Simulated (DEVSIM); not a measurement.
Structure: Si p-n junction from an implanted or diffused profile, at 350 K.

```
layer (left to right)  material  thickness (μm)  Nd (cm⁻³)  τn (s)  τp (s)
---------------------  --------  --------------  ---------  ------  ------
1                            Si            94.0     5.2e16  2.1e-6  2.1e-6
```

Added acceptor profile: 2.2e18 cm⁻³ × exp(−(x − 0 μm)²/(2·(0.11 μm)²)). Left contact: ohmic. Right contact: ohmic. Voltage is applied to the left contact. Recombination: SRH at mid-gap. Gap narrowing is on: ΔEg = 6.92 meV × (l + √(l² + 0.5)), l = ln(N/1.3e17 cm⁻³), shared equally by both band edges. Mobility is μmin + (μ − μmin)/(1 + (N/Nref)^α).

The device is made up for the run: typed textbook-type constants, with dimensions and the other settings drawn at random. Values at 300 K; Nc and Nv go as T^1.5, mobilities as T to minus their exponent, the gap by Varshni's rule with the affinity fixed.

```csv
parameter,Si
gap (eV),1.124
affinity (eV),4.05
permittivity,11.7
Nc (cm⁻³),2.86e19
Nv (cm⁻³),3.1e19
μn (cm²/Vs),1417
μp (cm²/Vs),470
"μn,min",52
"μp,min",45
"Nref,n",9.7e16
"Nref,p",2.2e17
αn,0.68
αp,0.72
T exponent of μn,2.3
T exponent of μp,2.2
Varshni α (eV/K),0.000473
Varshni β (K),636
```

Simulated with DEVSIM: 1D drift-diffusion, Boltzmann statistics, complete ionisation; no tunnelling, impact ionisation, image-force lowering or self-heating.

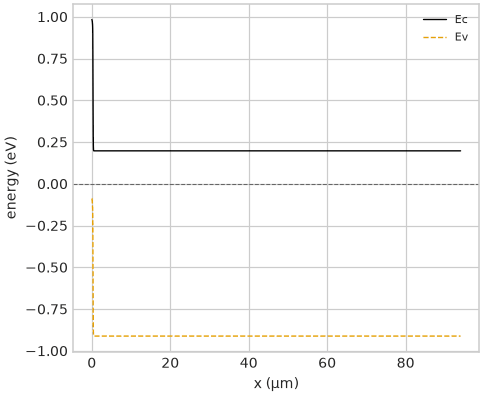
Fig. 1. Band edges at zero bias

Energies count from the Fermi level of the right contact; mesh points crowd at the junctions.

```
x (μm)   Ec (eV)  Ev (eV)  n (cm⁻³)  p (cm⁻³)  field (V/cm)
-------  -------  -------  --------  --------  ------------
0.000      0.983   -0.087    250000    2.1e18           -61
0.02610    0.983   -0.088    260000    2.1e18          -520
0.06663    0.980   -0.093    280000    1.8e18         -1300
0.1296     0.971   -0.109    380000    1.0e18         -2700
0.2486     0.899   -0.202   4100000    4.9e16        -27000
0.3388     0.425   -0.684    2.8e13     5.6e9        -50000
0.4312     0.205   -0.904    4.0e16   3800000         -3800
0.5691     0.197   -0.912    5.2e16   2900000           ≈ 0
0.8148     0.197   -0.912    5.2e16   2900000           ≈ 0
1.398      0.197   -0.912    5.2e16   2900000           ≈ 0
2.783      0.197   -0.912    5.2e16   2900000           ≈ 0
7.966      0.197   -0.912    5.2e16   2900000           ≈ 0
18.38      0.197   -0.912    5.2e16   2900000           ≈ 0
43.09      0.197   -0.912    5.2e16   2900000           ≈ 0
77.07      0.197   -0.912    5.2e16   2900000           ≈ 0
86.83      0.197   -0.912    5.2e16   2900000           ≈ 0
90.97      0.197   -0.912    5.2e16   2900000           ≈ 0
92.73      0.197   -0.912    5.2e16   2900000           ≈ 0
93.61      0.197   -0.912    5.2e16   2900000           ≈ 0
93.85      0.197   -0.912    5.2e16   2900000           ≈ 0
93.95      0.197   -0.912    5.2e16   2900000           ≈ 0
94.00      0.197   -0.912    5.2e16   2900000           ≈ 0
```
